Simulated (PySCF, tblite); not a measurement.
**C₃H₈BN₃O₂: geometry, infrared bands and NMR shifts**

Aim: predict the infrared bands and NMR shifts of C₃H₈BN₃O₂ (`CNB(N)NC(=O)C=O`).

Programs: tblite 0.8.0 and PySCF 2.14.0, with density-fitted response routines of our own. Each step states its level of theory. These are calculated values for one molecule in the gas phase, unless marked as measured. Atoms count from 0, in the outputs and in this text.

**1. The starting structure**

17 atoms, charge 0, multiplicity 1; geometry from: force field or distance geometry start.

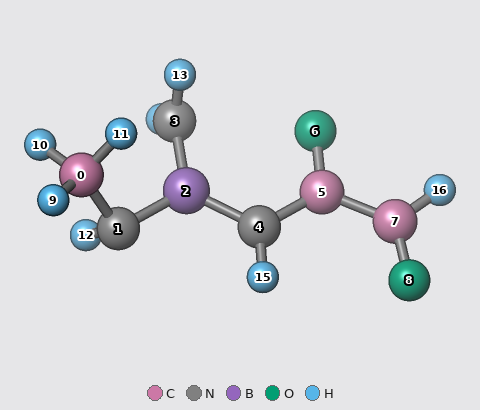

As it starts; carbon pink, nitrogen grey, boron purple, oxygen teal, hydrogen blue, atoms numbered; sticks join atoms by distance.

**2. Optimising the geometry with GFN2-xTB**

Job settings and geometry (Å):

```
{"job": {"kind": "relax", "xc": "GFN2-xTB", "basis": "xTB"}, "charge": 0, "multiplicity": 1}
C     -2.497300    -0.939600     0.323600
N     -1.342400    -1.316800    -0.489000
B     -0.358100    -0.160300    -0.329500
N     -0.897200     1.188700    -0.657600
N      1.075900    -0.460200     0.100000
C      1.986400     0.611900     0.230600
O      1.573700     1.799600    -0.005500
C      3.389800     0.451800     0.634700
O      3.927700    -0.646000     0.890000
H     -2.970400    -1.827400     0.805600
H     -3.276600    -0.422400    -0.311600
H     -2.175600    -0.178200     1.063500
H     -1.676200    -1.276500    -1.463900
H     -1.228700     1.770500     0.101000
H     -0.928000     1.522200    -1.605900
H      1.383600    -1.449100     0.290400
H      4.006300     1.343900     0.712500
```

The run is started by

```
> OMP_NUM_THREADS=1 python probes_run.py task.json out
```

One launch serves the whole session: the jobs run in the order shown.

Standard output:

```text
step      E/eV     max force
  0    -777.96161    4.316
  1    -778.27268    4.658
  2    -778.51094    1.188
  3    -778.59818    1.177
  4    -778.68403    0.637
  5    -778.72478    0.684
  6    -778.82348    1.020
  7    -778.88568    0.894
  8    -778.96632    0.825
  9    -779.04013    0.916
 10    -779.14337    1.360
 11    -779.25512    1.534
 12    -779.37811    1.027
 13    -779.47480    0.923
 14    -779.52281    1.858
 15    -779.62554    0.703
 16    -779.70049    0.632
 17    -779.80072    0.806
 18    -779.85940    0.971
 19    -779.93486    0.874
 20    -780.00185    0.942
 21    -780.07970    0.906
 22    -780.14302    0.668
 23    -780.20487    1.757
 24    -780.07011    2.991
 25    -780.25570    0.398
 26    -780.26798    0.369
 27    -780.30089    0.455
 28    -780.31656    0.484
 29    -780.35284    0.494
 30    -780.37116    0.331
 31    -780.38701    0.289
 32    -780.39750    0.357
 33    -780.40912    0.490
 34    -780.42097    0.307
 35    -780.44331    0.341
 36    -780.45658    0.393
 37    -780.47491    0.445
 38    -780.48596    0.300
 39    -780.49671    0.312
 40    -780.50723    0.275
 41    -780.51901    0.340
 42    -780.52781    0.265
 43    -780.53257    0.312
 44    -780.53740    0.198
 45    -780.54197    0.154
 46    -780.55008    0.161
 47    -780.55328    0.152
 48    -780.55764    0.159
 49    -780.56015    0.136
 50    -780.56296    0.103
 51    -780.56528    0.107
 52    -780.56756    0.100
 53    -780.56980    0.121
 54    -780.57216    0.127
 55    -780.57476    0.124
 56    -780.57731    0.099
 57    -780.57985    0.182
 58    -780.58213    0.132
 59    -780.58552    0.167
 60    -780.58893    0.149
 61    -780.59358    0.200
 62    -780.59867    0.177
 63    -780.60410    0.166
 64    -780.60880    0.183
 65    -780.61196    0.143
 66    -780.61468    0.150
 67    -780.61665    0.125
 68    -780.61911    0.089
 69    -780.62026    0.084
 70    -780.62181    0.092
 71    -780.62297    0.089
 72    -780.62457    0.096
 73    -780.62601    0.104
 74    -780.62730    0.078
 75    -780.62811    0.063
 76    -780.62872    0.059
 77    -780.62926    0.070
 78    -780.62980    0.067
 79    -780.63029    0.049
 80    -780.63067    0.047
 81    -780.63103    0.065
 82    -780.63147    0.073
 83    -780.63205    0.063
 84    -780.63263    0.069
 85    -780.63315    0.074
 86    -780.63369    0.060
 87    -780.63438    0.059
 88    -780.63532    0.075
 89    -780.63644    0.083
 90    -780.63752    0.092
 91    -780.63844    0.069
 92    -780.63936    0.082
 93    -780.64010    0.070
 94    -780.64071    0.054
 95    -780.64114    0.040
 96    -780.64129    0.044
 97    -780.64142    0.027
 98    -780.64150    0.026
 99    -780.64166    0.024
100    -780.64179    0.027
101    -780.64193    0.026
102    -780.64204    0.028
103    -780.64217    0.028
104    -780.64235    0.032
105    -780.64259    0.038
106    -780.64284    0.032
107    -780.64308    0.037
108    -780.64334    0.045
109    -780.64368    0.057
110    -780.64418    0.053
111    -780.64488    0.058
112    -780.64563    0.058
113    -780.64629    0.064
114    -780.64632    0.127
115    -780.64702    0.069
116    -780.64729    0.043
117    -780.64760    0.043
118    -780.64816    0.064
119    -780.64859    0.085
120    -780.64911    0.054
121    -780.64941    0.032
122    -780.64958    0.032
123    -780.64970    0.041
124    -780.64988    0.043
125    -780.65008    0.040
126    -780.65035    0.040
127    -780.65059    0.056
128    -780.65093    0.049
129    -780.65114    0.031
130    -780.65141    0.039
131    -780.65165    0.053
132    -780.65199    0.048
133    -780.65180    0.096
134    -780.65233    0.067
135    -780.65248    0.031
136    -780.65263    0.025
137    -780.65279    0.035
138    -780.65295    0.036
139    -780.65318    0.030
140    -780.65341    0.029
141    -780.65357    0.027
142    -780.65369    0.026
143    -780.65383    0.030
144    -780.65402    0.026
145    -780.65427    0.032
146    -780.65454    0.031
147    -780.65474    0.032
148    -780.65485    0.023
149    -780.65492    0.021
150    -780.65497    0.018
151    -780.65502    0.016
152    -780.65506    0.019
153    -780.65513    0.020
154    -780.65521    0.024
155    -780.65530    0.019
156    -780.65538    0.016
157    -780.65544    0.019
158    -780.65549    0.021
159    -780.65553    0.016
160    -780.65558    0.014
161    -780.65566    0.021
162    -780.65574    0.022
163    -780.65584    0.027
164    -780.65592    0.021
165    -780.65598    0.015
166    -780.65601    0.020
167    -780.65605    0.016
168    -780.65610    0.015
169    -780.65613    0.015
170    -780.65617    0.013
171    -780.65621    0.013
172    -780.65625    0.015
173    -780.65629    0.017
174    -780.65635    0.016
175    -780.65641    0.016
176    -780.65645    0.019
177    -780.65645    0.026
178    -780.65649    0.009
```

It took 1.8 s on 1 thread of Arm Neoverse N1, shared host; peak memory 0.18 GiB.

Step by step: (not every step is listed)

| step | energy from step 0 (eV) | largest force (eV/Å) |
| --- | --- | --- |
| 0 | 0.0000 | 4.3159 |
| 1 | -0.3111 | 4.6584 |
| 2 | -0.5493 | 1.1884 |
| 3 | -0.6366 | 1.1772 |
| 4 | -0.7224 | 0.6365 |
| 5 | -0.7632 | 0.6843 |
| 6 | -0.8619 | 1.0202 |
| 7 | -0.9241 | 0.8943 |
| 8 | -1.0047 | 0.8253 |
| 24 | -2.1085 | 2.9907 |
| 40 | -2.5456 | 0.2749 |
| 56 | -2.6157 | 0.0988 |
| 72 | -2.6630 | 0.0965 |
| 88 | -2.6737 | 0.0750 |
| 104 | -2.6807 | 0.0323 |
| 120 | -2.6875 | 0.0535 |
| 136 | -2.6910 | 0.0248 |
| 152 | -2.6935 | 0.0194 |
| 168 | -2.6945 | 0.0153 |
| 173 | -2.6947 | 0.0167 |
| 174 | -2.6947 | 0.0157 |
| 175 | -2.6948 | 0.0156 |
| 176 | -2.6948 | 0.0188 |
| 177 | -2.6948 | 0.0263 |
| 178 | -2.6949 | 0.0093 |

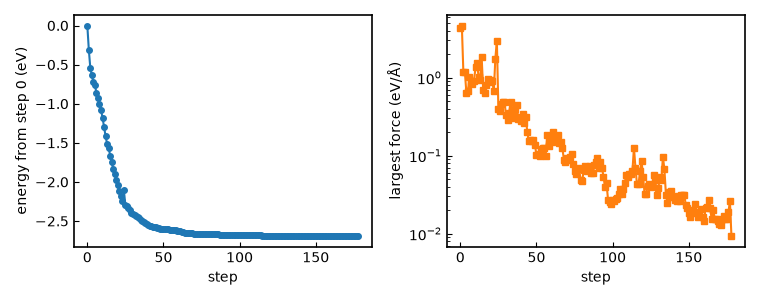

Energy and largest force along the relaxation.

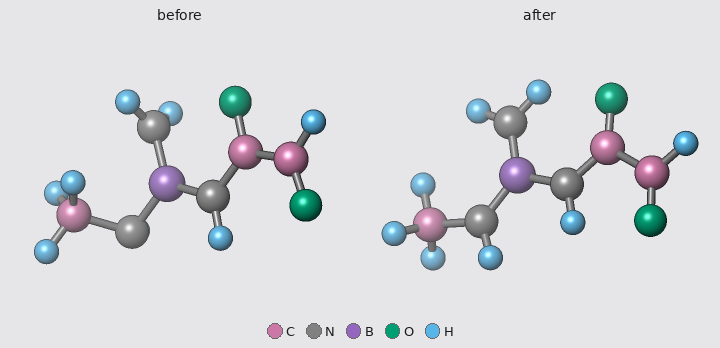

The geometry before (left) and after (right).

Close pairs (by a distance rule), those that changed most:

| bond | before (Å) | after (Å) | change (Å) |
| --- | --- | --- | --- |
| N1–B2 | 1.527 | 1.406 | -0.121 |
| B2–N3 | 1.489 | 1.393 | -0.096 |
| N4–C5 | 1.413 | 1.341 | -0.072 |
| C5–O6 | 1.279 | 1.219 | -0.060 |
| C5–C7 | 1.469 | 1.526 | +0.057 |
| B2–N4 | 1.527 | 1.473 | -0.054 |
| C7–O8 | 1.249 | 1.202 | -0.047 |
| C0–H10 | 1.131 | 1.087 | -0.044 |

The final coordinates are the input of the step that follows.

**3. Harmonic vibrations with GFN2-xTB**

Job settings and geometry (Å):

```
{"job": {"kind": "ir", "xc": "GFN2-xTB", "basis": "xTB"}, "charge": 0, "multiplicity": 1}
C     -2.696462    -1.079354    -0.019185
N     -1.265304    -0.986160     0.139246
B     -0.433775     0.127087    -0.076307
N     -0.855328     1.385251    -0.501313
N      1.003371    -0.077307     0.171357
C      2.000181     0.810272     0.040781
O      1.909060     1.973833    -0.311617
C      3.362216     0.218609     0.392690
O      3.516801    -0.919608     0.746301
H     -2.961444    -1.861349    -0.738122
H     -3.085617    -0.132352    -0.383732
H     -3.184995    -1.310428     0.933058
H     -0.855526    -1.850808     0.455092
H     -0.179406     2.119352    -0.629002
H     -1.801226     1.649012    -0.700934
H      1.325213    -0.987884     0.479284
H      4.195243     0.933866     0.291416
```

Standard output:

```text
mode    cm-1     km/mol
  1      57.2      0.63
  2      62.6      0.33
  3      78.7      0.04
  4     112.9      0.07
  5     137.4     25.19
  6     159.7      0.06
  7     224.5     12.03
  8     254.3      8.16
  9     324.7      2.04
 10     407.2    131.42
 11     447.3     16.38
 12     479.0      4.00
 13     512.0      9.71
 14     535.4      1.29
 15     540.2      6.72
 16     583.1    229.62
 17     641.9     37.43
 18     703.2    128.33
 19     825.8     22.93
 20     845.4      2.24
 21     905.9     10.06
 22     916.2      2.36
 23    1073.0     19.67
 24    1097.5     34.98
 25    1112.8      1.09
 26    1193.5      2.49
 27    1220.0    128.66
 28    1302.4     21.50
 29    1368.6    138.56
 30    1401.2    189.94
 31    1414.8     33.79
 32    1467.2    163.61
 33    1481.5      5.20
 34    1496.3     21.74
 35    1529.6    362.23
 36    1730.6    494.94
 37    1775.3    140.99
 38    2831.5     86.25
 39    2919.2     55.34
 40    2946.4     83.35
 41    3043.6     23.92
 42    3380.6     11.99
 43    3466.2      5.86
 44    3492.1     35.27
 45    3566.8      1.51
```

It took 0.86 s on 1 thread of Arm Neoverse N1, shared host; peak memory 0.18 GiB.

Which atoms move in the most intense modes:

| cm⁻¹ | km/mol | atoms |
| --- | --- | --- |
| 407 | 131.4 | H14 80 %, N3 14 % |
| 583 | 229.6 | H13 45 %, H12 17 %, C5 11 % |
| 1369 | 138.6 | B2 29 %, H12 24 %, N4 10 % |
| 1401 | 189.9 | N4 29 %, H15 27 %, C5 16 % |
| 1467 | 163.6 | B2 21 %, N1 19 %, H13 17 %, H14 11 % |
| 1530 | 362.2 | B2 27 %, N3 18 %, H14 17 %, H13 16 % |
| 1731 | 494.9 | C5 65 %, O6 29 % |
| 1775 | 141.0 | C7 59 %, O8 39 % |

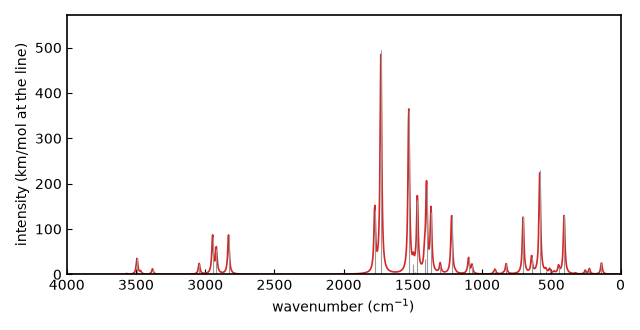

The infrared spectrum from these modes, unscaled. Lines are broadened to a width of 14 cm⁻¹ (Lorentzian).

**4. Nuclear shieldings: PBE0/pcSseg-1**

Settings changed since step 3:

```diff
@@ -1,2 +1,2 @@
-{"job": {"kind": "ir", "xc": "GFN2-xTB", "basis": "xTB"}, "charge": 0, "multiplicity": 1}
+{"job": {"kind": "nmr", "xc": "PBE0", "basis": "pcSseg-1"}, "charge": 0, "multiplicity": 1}
 C     -2.696462    -1.079354    -0.019185
```

Method: GIAO PBE0/pcSseg-1 NMR shielding, non-relativistic, gas phase.

Standard output:

```text
coarse grid: 14664 points
cycle   1  E = -457.9347868934  dE =  1.560e+00  |g| = 1.131e+00  |ddm| = 3.651e+00
cycle   2  E = -457.1590291590  dE =  7.758e-01  |g| = 2.321e+00  |ddm| = 2.675e+00
cycle   3  E = -458.1732628252  dE = -1.014e+00  |g| = 2.477e-01  |ddm| = 2.032e+00
cycle   4  E = -458.1837969629  dE = -1.053e-02  |g| = 1.229e-01  |ddm| = 2.510e-01
cycle   5  E = -458.1863495028  dE = -2.553e-03  |g| = 4.868e-02  |ddm| = 1.042e-01
cycle   6  E = -458.1867905338  dE = -4.410e-04  |g| = 1.420e-02  |ddm| = 4.484e-02
cycle   7  E = -458.1868274097  dE = -3.688e-05  |g| = 3.482e-03  |ddm| = 1.144e-02
cycle   8  E = -458.1868296040  dE = -2.194e-06  |g| = 9.233e-04  |ddm| = 3.033e-03
final grid: 143200 points
cycle   9  E = -458.2500424144  dE = -1.180e-05  |g| = 1.641e-02  |ddm| = 2.574e-02
cycle  10  E = -458.2499015214  dE =  1.409e-04  |g| = 3.200e-02  |ddm| = 3.179e-02
cycle  11  E = -458.2500924141  dE = -1.909e-04  |g| = 3.207e-03  |ddm| = 2.261e-02
cycle  12  E = -458.2500944745  dE = -2.060e-06  |g| = 3.499e-04  |ddm| = 2.167e-03
cycle  13  E = -458.2500944856  dE = -1.114e-08  |g| = 2.650e-04  |ddm| = 4.006e-04
cycle  14  E = -458.2500944979  dE = -1.230e-08  |g| = 8.054e-05  |ddm| = 2.391e-04
cycle  15  E = -458.2500944992  dE = -1.286e-09  |g| = 1.534e-05  |ddm| = 6.531e-05
cycle  16  E = -458.2500944993  dE = -4.616e-11  |g| = 4.859e-06  |ddm| = 1.333e-05
converged SCF energy = -458.2500944993

GIAO shielding tensors (ppm)
atom      isotropic    diamagn.    paramagn.     s11        s22        s33       span
  0 C      156.620     241.533     -84.913    131.999    152.560    185.301     53.302
  1 N      209.169     325.237    -116.068    176.739    205.818    244.950     68.211
  2 B       81.377     198.244    -116.868     48.629     92.701    102.800     54.171
  3 N      213.761     320.710    -106.949    172.792    232.765    235.726     62.934
  4 N      136.951     334.364    -197.413     13.313    184.842    212.700    199.386
  5 C       20.631     247.884    -227.253    -75.613     48.531     88.976    164.589
  6 O      -68.143     403.045    -471.188   -318.992   -238.872    353.434    672.426
  7 C      -13.519     246.530    -260.048   -100.502    -19.055     79.001    179.503
  8 O     -349.971     404.028    -753.999   -954.189   -463.997    368.274   1322.462
  9 H       28.818      27.368       1.450     23.606     26.753     36.095     12.489
 10 H       29.047      29.779      -0.732     24.201     29.278     33.661      9.460
 11 H       28.809      27.363       1.446     23.584     26.719     36.124     12.540
 12 H       30.410      36.294      -5.885     21.226     31.589     38.413     17.187
 13 H       26.546      34.133      -7.587     16.950     25.722     36.967     20.017
 14 H       29.565      33.198      -3.633     22.686     28.187     37.822     15.136
 15 H       25.283      37.084     -11.801     18.885     26.719     30.244     11.360
 16 H       22.431      24.302      -1.871     21.646     21.853     23.795      2.149
```

Run time: 59 s. Hardware: 1 thread of Arm Neoverse N1, shared host; peak memory 0.99 GiB.

The references, computed at this level on geometries of the same kind, shield at (ppm): 1H TMS 31.72, 13C TMS 186.9, 15N NH3 267.7, 17O H2O 336.1, 11B BF3·OEt2 100.1. Their shielding less the atom's gives the shift. The references are single molecules in the gas phase, so shifts against H2O, NH3, PH3, H3PO4 or CFCl3 are not on the usual liquid scales and can be off by tens of ppm. Atoms listed in one row are averaged.

| atoms | environment | σ (ppm) | δ (ppm) | δ scaled to CDCl3 |
| --- | --- | --- | --- | --- |
| C7 | aldehyde carbonyl carbon | -13.5 | 200.4 | 193.7 |
| C5 | amide carbonyl carbon | 20.6 | 166.3 | 160.4 |
| C0 | methyl carbon bonded to N | 156.6 | 30.3 | 27.7 |
| H16 | hydrogen on an aldehyde carbonyl carbon | 22.43 | 9.29 | 8.86 |
| H15 | hydrogen on an amide-type nitrogen | 25.28 | 6.43 | – |
| H13, H14 | hydrogen on a nitrogen bonded to B | 28.06 | 3.66 | – |
| H9, H10, H11 | hydrogen on a methyl carbon bonded to N | 28.89 | 2.83 | 2.77 |
| H12 | hydrogen on a nitrogen bonded to C, B | 30.41 | 1.31 | – |
| N4 | amide-type nitrogen | 137.0 | 130.8 | – |
| N1 | nitrogen bonded to C, B, H | 209.2 | 58.6 | – |
| N3 | nitrogen bonded to B, 2 H | 213.8 | 54.0 | – |
| B2 | boron bonded to 3 N | 81.4 | 18.7 | – |
| O8 | aldehyde oxygen | -350.0 | 686.0 | – |
| O6 | amide-type carbonyl oxygen | -68.1 | 404.2 | – |

The scaled column applies a straight-line fit of computed shieldings to shifts measured in CDCl3 (root-mean-square error 0.16 ppm for H, 1.9 ppm for C).

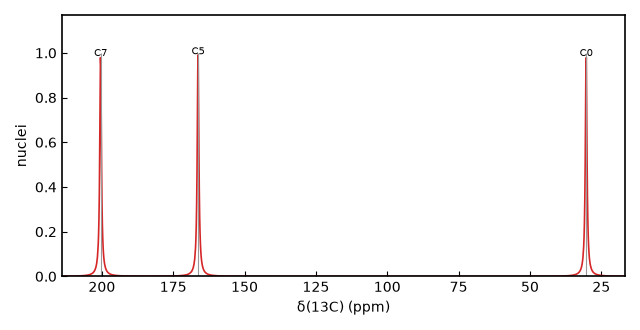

13C lines at the computed shifts, without couplings. Lines are broadened to a width of 0.68 ppm (Lorentzian).

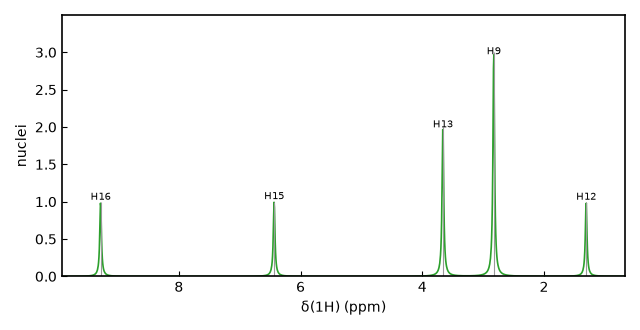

1H lines at the computed shifts, without couplings. Lines are broadened to a width of 0.03 ppm (Lorentzian).

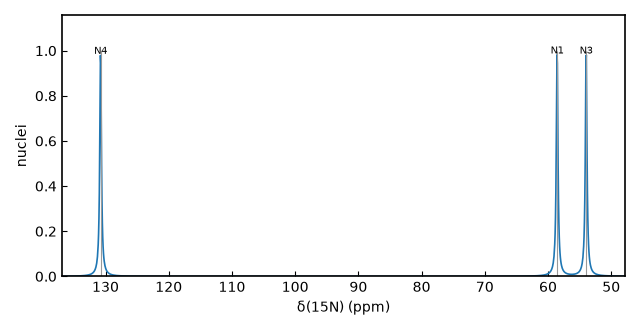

15N lines at the computed shifts, without couplings. Lines are broadened to a width of 0.31 ppm (Lorentzian).

The run also stored atomic charges by several schemes (e):

| atoms | Mulliken | IAO | Hirshfeld | ESP fit |
| --- | --- | --- | --- | --- |
| C0 | -0.08 | -0.29 | -0.06 | -0.11 |
| N1 | -0.57 | -0.44 | -0.20 | -0.59 |
| B2 | 0.56 | 0.34 | 0.19 | 0.68 |
| N3 | -0.49 | -0.60 | -0.27 | -1.01 |
| N4 | -0.50 | -0.40 | -0.16 | -0.70 |
| C5 | 0.36 | 0.38 | 0.16 | 0.67 |
| O6 | -0.43 | -0.48 | -0.26 | -0.60 |
| C7 | 0.27 | 0.22 | 0.14 | 0.33 |
| O8 | -0.34 | -0.37 | -0.20 | -0.41 |

Hirshfeld charges:

C0 -0.06; N1 -0.20; B2 0.19; N3 -0.27; N4 -0.16; C5 0.16; O6 -0.26; C7 0.14; O8 -0.20; H9 0.04; H10 0.05; H11 0.04; H12 0.12; H13 0.10; H14 0.12; H15 0.12; H16 0.06

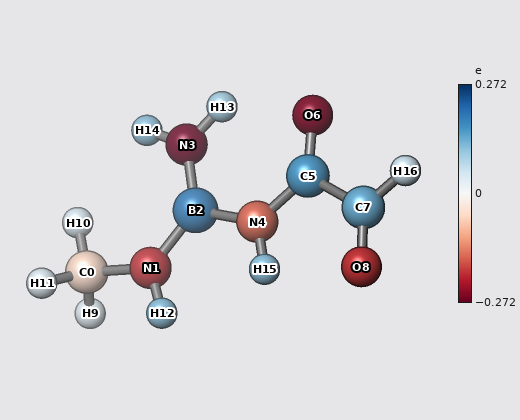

Hirshfeld charges, as colours on the atoms.

Mayer bond orders: C0–N1 0.98, N1–B2 1.16, B2–N3 1.27, B2–N4 0.91, N4–C5 1.24, C5–O6 1.86, C5–C7 0.89, C7–O8 2.01.

**5. Outcome**

| quantity | value |
| --- | --- |
| strongest single infrared mode (GFN2-xTB) | 1731 cm⁻¹, 495 km/mol |
| zero-point energy (GFN2-xTB) | 80.2 kcal/mol |
| 13C shifts against TMS (PBE0/pcSseg-1) | 200.4, 166.3, 30.3 ppm |
| 1H shifts against TMS (PBE0/pcSseg-1, means over atoms taken as alike) | 9.29, 6.43, 3.66, 2.83, 1.31 ppm |
| 15N shifts against NH3 (PBE0/pcSseg-1) | 130.8, 58.6, 54.0 ppm |
| 11B shifts against BF3·OEt2 (PBE0/pcSseg-1) | 18.7 ppm |
| 17O shifts against H2O (PBE0/pcSseg-1) | 686.0, 404.2 ppm |

**Reading.** Over 178 steps the energy fell by 2.695 eV; of the close pairs, N1–B2 changed most, 1.527 to 1.406 Å. No mode is imaginary among the 45: a minimum at this level. The strongest single mode, at 1731 cm⁻¹, moves mainly C5. Unscaled tight-binding wavenumbers are off by several per cent, some by more. Its intensities can rank the bands wrongly. At PBE0/pcSseg-1: The widest tensor belongs to O8: span 1322 ppm, with a paramagnetic part of -754 ppm.
